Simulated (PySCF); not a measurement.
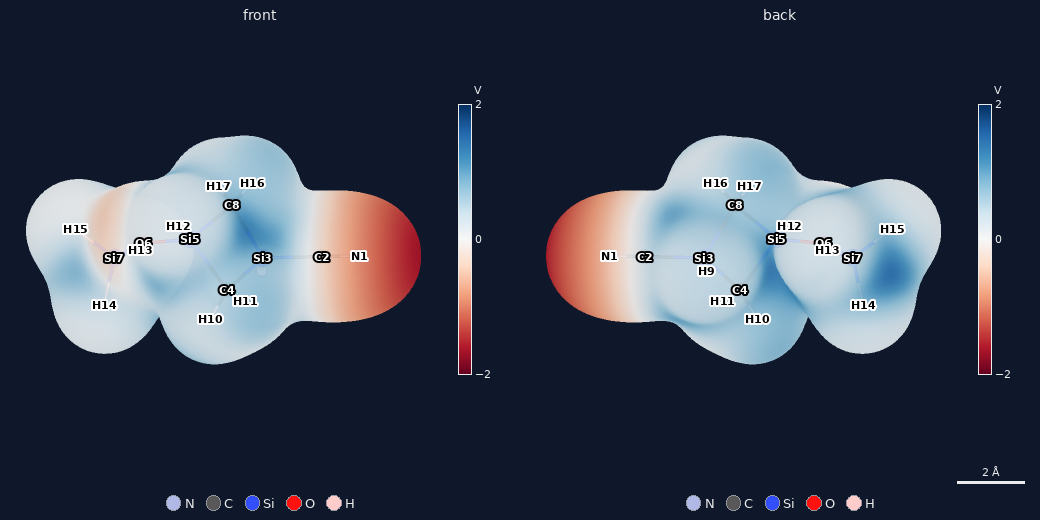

The picture shows: C3H9NOSi3. The electrostatic potential painted on the density surface at 0.001 e/bohr³, seen from the front and from behind; red is negative and blue positive.

Geometry: GFN2-xTB.

Level of theory: PBE0/pcSseg-1, SCF density, gas phase, non-relativistic in PySCF.

| atom | x (Å) | y (Å) | z (Å) |
| --- | --- | --- | --- |
| N | -4.5712 | 0.1783 | 0.1618 |
| C | -3.4614 | -0.0630 | 0.0096 |
| Si | -1.6471 | -0.4402 | -0.2293 |
| C | -0.6553 | 1.0930 | -0.8049 |
| Si | 0.5023 | 0.9528 | 0.7197 |
| O | 1.9410 | 0.3176 | 0.3188 |
| Si | 2.8562 | -0.7294 | -0.5145 |
| C | -0.6727 | -0.3946 | 1.4187 |
| H | -1.5772 | -1.6541 | -1.0470 |
| H | -0.1693 | 1.0014 | -1.7724 |
| H | -1.2432 | 2.0066 | -0.8318 |
| H | 0.8527 | 2.1281 | 1.5036 |
| H | 2.1330 | -1.9964 | -0.6433 |
| H | 3.1009 | -0.1350 | -1.8276 |
| H | 4.0651 | -0.8579 | 0.2916 |
| H | -1.2643 | -0.0676 | 2.2698 |
| H | -0.1963 | -1.3276 | 1.7069 |

Question: Which sites attract a positive test charge, and which a negative one?

Answer: A positive charge is drawn to the negative regions and a negative charge to the positive ones. The most negative region (about −1.6 V) lies over N1, the most positive (about +1.4 V) over Si3, Si5 and Si7. N1 is the likeliest acceptor of a hydrogen bond.

Question: How polar is the molecule by this calculation?

Answer: Its dipole moment is 3.89 D.
